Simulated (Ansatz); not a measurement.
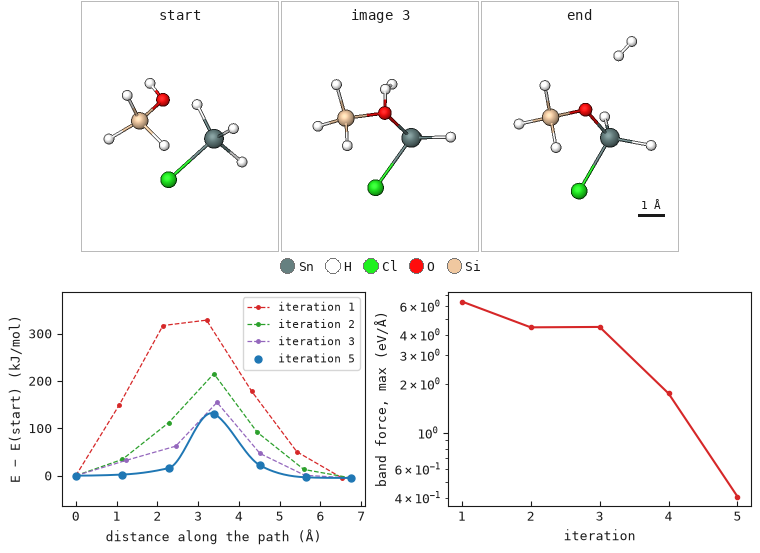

A nudged-elastic-band calculation for SnSiH7OCl, made up at the start of SnH3Cl and SiH₄O. Images are numbered from 0 (start) to 6 (end). The plot follows the band through its iterations. Style: ball-and-stick. Shown from a free direction.

The calculation used Ansatz, RKS BLYP-D4/def2-SVP. Run with 5 movable images; climbing image; force threshold 0.5 eV/Å; iteration limit 60; starting path through a guess of the saddle point.

**Did the band converge, and can the barrier be trusted?**

The run met only a loose threshold, so the barrier can't be trusted yet. The band converged in 5 iterations. The largest component of the band force went from 6.4 to 0.41 eV/Å. The climbing image converged on the top of the path. Its curvatures weren't checked. The force threshold is so loose that the height of the top is at best an upper bound. The first iteration put the highest image at 328.4 kJ/mol. Forward barrier 130.1 kJ/mol, backward barrier 134.9 kJ/mol, with image 3 at the top; the reaction energy is −4.8 kJ/mol.

Limits of the set-up: the start holds two separate molecules, 2.9 Å apart at their closest, whose relative position is a soft coordinate.

Cost: 33 s on 4 threads of Arm Neoverse V2, with other jobs on the host, peak memory 0.17 GiB.
